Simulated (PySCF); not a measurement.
# Be4: triplet, from a square start

Where does triplet Be4 go from a square start, is the end point a minimum, and what are its modes, charges and moments?

Program: PySCF 2.14.0. Level of theory: PBE0, basis Be def2-TZVP, no relativity, density fitting. These are calculated values, not measurements.

### Step 1. The system as given

4 atoms, charge 0, spin multiplicity 3.

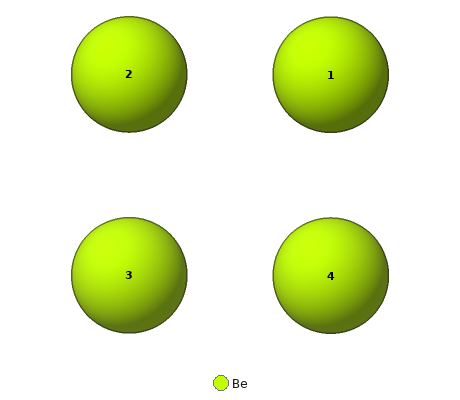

As it starts; beryllium green; atoms are numbered from 1 in the order of the file.

Coordinates in bohr (charge 0 multiplicity 3):
```
Be    2.0817    2.0817    0.0000
Be   -2.0817    2.0817    0.0000
Be   -2.0817   -2.0817    0.0000
Be    2.0817   -2.0817    0.0000
```

### Step 2. The SCF at the typed geometry

The steps below are one call of a driver around PySCF. For each, scf.py gives the equivalent set-up of the SCF; relaxations use the driver's own optimiser. After this first run the driver tries any further starts and a stability analysis.

File scf.py:

```python
from pyscf import gto, scf, dft
mol = gto.M(atom='''
Be     1.101600     1.101600     0.000000
Be    -1.101600     1.101600     0.000000
Be    -1.101600    -1.101600     0.000000
Be     1.101600    -1.101600     0.000000''',
    basis={'Be': 'def2-TZVP'},
    charge=0, spin=2)
mf = dft.UKS(mol, xc='PBE0')
mf.grids.atom_grid = (50, 194)
aux = {'Be': 'def2-universal-JKFIT'}
mf = mf.density_fit(auxbasis=aux)
mf.conv_tol = 1e-08
mf.diis_space = 10
mf.max_cycle = 60
mf.init_guess = 'minao'
mf.verbose = 4
mf.kernel()
```

The run is started by

```sh
OMP_NUM_THREADS=2 python axn.py task.json out
```

Log:

```text
init E= -59.0091456496706
[... the frontier-level lines of each cycle are left out ...]
cycle= 1 E= -58.6370873163026  delta_E= 0.372  |g|= 0.107  |ddm|= 1.35
cycle= 2 E= -58.6430048250802  delta_E= -0.00592  |g|= 0.0717  |ddm|= 0.247
cycle= 3 E= -58.6490007791803  delta_E= -0.006  |g|= 0.0146  |ddm|= 0.0973
cycle= 4 E= -58.6493084402049  delta_E= -0.000308  |g|= 0.00187  |ddm|= 0.0266
cycle= 5 E= -58.6493248605288  delta_E= -1.64e-05  |g|= 0.000688  |ddm|= 0.00637
cycle= 6 E= -58.6493278054109  delta_E= -2.94e-06  |g|= 0.000185  |ddm|= 0.00332
cycle= 7 E= -58.6493280573096  delta_E= -2.52e-07  |g|= 3.96e-05  |ddm|= 0.000966
cycle= 8 E= -58.6493280650954  delta_E= -7.79e-09  |g|= 5.11e-06  |ddm|= 0.000179
Extra cycle  E= -58.6493280651142  delta_E= -1.88e-11  |g|= 4.19e-06  |ddm|= 1.35e-05
converged SCF energy = -58.6493280651142  <S^2> = 2.0193739  2S+1 = 3.0128882
```

This step, with its further starts and checks, took 6.5 s on 2 threads of Arm Neoverse V1, shared host.

Energies from each starting density:

| start | energy (Eh) |
| --- | --- |
| the minimal-basis guess | -58.649328 |
| a thermally smeared density | -58.649328 |
| a smeared PBE density | -58.649328 |

The test of internal stability and the other starts found no lower solution of this spin.

### Step 3. Relaxation: square start, triplet

The program finds D4h symmetry in the start, which this walk keeps. Threshold on the gradient: 0.0003 Eh/bohr, with a further test on the energy change.

Changes to scf.py since step 2:

```diff
@@ -3,2 +3,2 @@
-Be     1.101600     1.101600     0.000000
-Be    -1.101600     1.101600     0.000000
+Be     1.101600     1.101600    -0.000000
+Be    -1.101600     1.101600    -0.000000
@@ -16 +15,0 @@
-mf.init_guess = 'minao'
```

Energy and gradient, step by step:

```
step  energy (Eh)  change (kJ/mol)  largest symmetric gradient (Eh/bohr)
   0   -58.649328             0.00                               0.01577
   1   -58.655382           -15.90                               0.01104
   2   -58.659801           -27.50                               0.00251
   3   -58.659977           -27.96                               0.00043
   4   -58.659982           -27.97                               0.00001
```

The walk took 3.7 s.

Positions (Å) and forces (eV/Å) along the way:

```
step 0
Be   1.102   1.102   0.000  -0.811  -0.811   0.000
Be  -1.102   1.102   0.000   0.811  -0.811   0.000
Be  -1.102  -1.102   0.000   0.811   0.811   0.000
Be   1.102  -1.102   0.000  -0.811   0.811   0.000
step 1
Be   1.072   1.072   0.000  -0.568  -0.568   0.000
Be  -1.072   1.072   0.000   0.568  -0.568   0.000
Be  -1.072  -1.072   0.000   0.568   0.568   0.000
Be   1.072  -1.072   0.000  -0.568   0.568   0.000
step 2
Be   1.010   1.010   0.000   0.129   0.129   0.000
Be  -1.010   1.010   0.000  -0.129   0.129   0.000
Be  -1.010  -1.010   0.000  -0.129  -0.129   0.000
Be   1.010  -1.010   0.000   0.129  -0.129   0.000
step 3
Be   1.022   1.022   0.000  -0.022  -0.022   0.000
Be  -1.022   1.022   0.000   0.022  -0.022   0.000
Be  -1.022  -1.022   0.000   0.022   0.022   0.000
Be   1.022  -1.022   0.000  -0.022   0.022   0.000
step 4
Be   1.020   1.020   0.000  -0.001  -0.001   0.000
Be  -1.020   1.020   0.000   0.001  -0.001   0.000
Be  -1.020  -1.020   0.000   0.001   0.001   0.000
Be   1.020  -1.020   0.000  -0.001   0.001   0.000
```

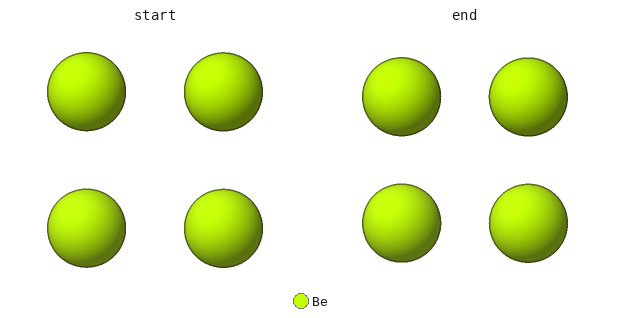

The geometry along the walk, at one scale.

After 4 steps and 28.0 kJ/mol it ends at D4h: Be–Be 2.040 Å (×4); Be–Be–Be 90.0° (×4).

### Step 4. Hessian and properties

On the finer grid the gradient is checked again; gradients at displacements of ±0.02 bohr then give force constants and infrared intensities.

Changes to scf.py since step 3:

```diff
@@ -3,4 +3,4 @@
-Be     1.101600     1.101600    -0.000000
-Be    -1.101600     1.101600    -0.000000
-Be    -1.101600    -1.101600     0.000000
-Be     1.101600    -1.101600     0.000000''',
+Be     1.019898     1.019898    -0.000000
+Be    -1.019898     1.019898    -0.000000
+Be    -1.019898    -1.019898     0.000000
+Be     1.019898    -1.019898     0.000000''',
@@ -10 +10 @@
-mf.grids.atom_grid = (50, 194)
+mf.grids.atom_grid = (75, 302)
@@ -13 +13 @@
-mf.conv_tol = 1e-08
+mf.conv_tol = 1e-10
```

This SCF starts from the last density.

SCF at the final geometry:

```text
init E= -58.659967296317
[... the frontier-level lines of each cycle are left out ...]
cycle= 1 E= -58.6599672962691  delta_E= 4.79e-11  |g|= 6.76e-06  |ddm|= 1.46e-05
Extra cycle  E= -58.6599672960942  delta_E= 1.75e-10  |g|= 1.29e-05  |ddm|= 2.77e-05
converged SCF energy = -58.6599672960942  <S^2> = 2.0196061  2S+1 = 3.0130424
```

The whole step took 11 s.

Geometry: D4h; Be–Be 2.040 Å (×4); Be–Be–Be 90.0° (×4).

Modes, for the most abundant isotopes:

```json
{"symmetry": "b2u", "ω (cm⁻¹)": "64", "IR (km/mol)": "0.0", "μ (u)": "9.01"}
{"symmetry": "b1g", "ω (cm⁻¹)": "81", "IR (km/mol)": "0.0", "μ (u)": "9.01"}
{"symmetry": "b2g", "ω (cm⁻¹)": "539", "IR (km/mol)": "0.0", "μ (u)": "9.01"}
{"symmetry": "eu", "ω (cm⁻¹)": "606", "IR (km/mol)": "16.6", "μ (u)": "9.01"}
{"symmetry": "a1g", "ω (cm⁻¹)": "624", "IR (km/mol)": "0.0", "μ (u)": "9.01"}
```

No imaginary mode, so this is a minimum.

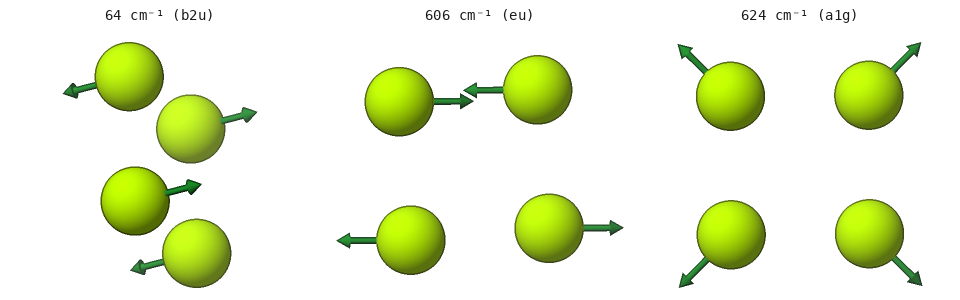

Displacements of 3 of the modes, as arrows (one member where a mode is degenerate).

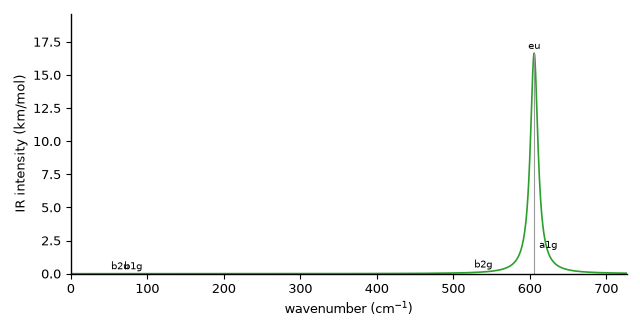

The harmonic infrared spectrum (widths in cm⁻¹). Lines are broadened to a width of 12 cm⁻¹ (Lorentzian).

Constants and moments:

- Dipole moment: 0.00 D
- Highest occupied level: -4.94 eV
- Lowest empty level: -2.89 eV
- Rotational constants: 0.4496, 0.4496, 0.2248 cm⁻¹
- Zero-point energy: 15.1 kJ/mol
- Principal polarisabilities: 114.9, 167.6, 167.6 bohr³
- Atomisation energy without zero-point energy: 310 kJ/mol
- Principal traceless quadrupole moments about the centre of mass: -5.83, 2.92, 2.92 D Å
- Entropy at 298.15 K and 1 bar (electronic part: spin only): 284.0 J/(mol K)
- Heat capacity Cp at 298.15 K: 67.2 J/(mol K)
- Enthalpy at 298.15 K above 0 K: 15.78 kJ/mol
- Rotational symmetry number: 8
- Spin squared ⟨S²⟩: 2.020

Populations by atom (charges in e):

```json
{"atom": "Be1", "Mulliken": "0.00", "Löwdin": "0.00", "polar tensor": "0.00", "spin (Mulliken)": "0.50", "Mayer order to Be1": "–"}
{"atom": "Be2,4", "Mulliken": "0.00", "Löwdin": "0.00", "polar tensor": "0.00", "spin (Mulliken)": "0.50", "Mayer order to Be1": "0.97"}
{"atom": "Be3", "Mulliken": "0.00", "Löwdin": "0.00", "polar tensor": "0.00", "spin (Mulliken)": "0.50", "Mayer order to Be1": "0.38"}
```

Outer orbital energies (eV). α occupied: -110.79, -110.79, -110.78, -10.82, -7.01, -7.01, -4.98, -4.94; empty: -2.89, -1.88, -0.72, -0.72. β occupied: -110.72, -110.71, -110.71, -110.70, -9.93, -5.96, -5.96; empty: -2.74, -2.57, -2.46, -1.81.

Mulliken populations on Be1: s 2.99, p 0.98, d 0.03.

### Step 5. Summary of results

| quantity | value |
| --- | --- |
| minimum | triplet, D4h |
| geometry | Be–Be 2.040 Å (×4); Be–Be–Be 90.0° (×4) |
| wavenumbers (cm⁻¹) | 64 (b2u), 81 (b1g), 539 (b2g), 606 (eu), 624 (a1g) |
| dipole moment | 0.00 D |
| highest occupied, lowest empty level (either spin) | -4.94, -2.89 eV |
| polar-tensor charge of Be1 | +0.00 e |
| zero-point energy | 15.1 kJ/mol |
| entropy at 298.15 K | 284.0 J/(mol K) |
| atomisation energy (no zero-point energy) | 310 kJ/mol |
| ⟨S²⟩ | 2.020 |

In words: The molecule stays D4h, as typed, and the end point is a minimum. In the infrared the band at 606 cm⁻¹ (eu) leads. Other starts or spin states, not run here, may lie lower.

The search up to here took 21 s.
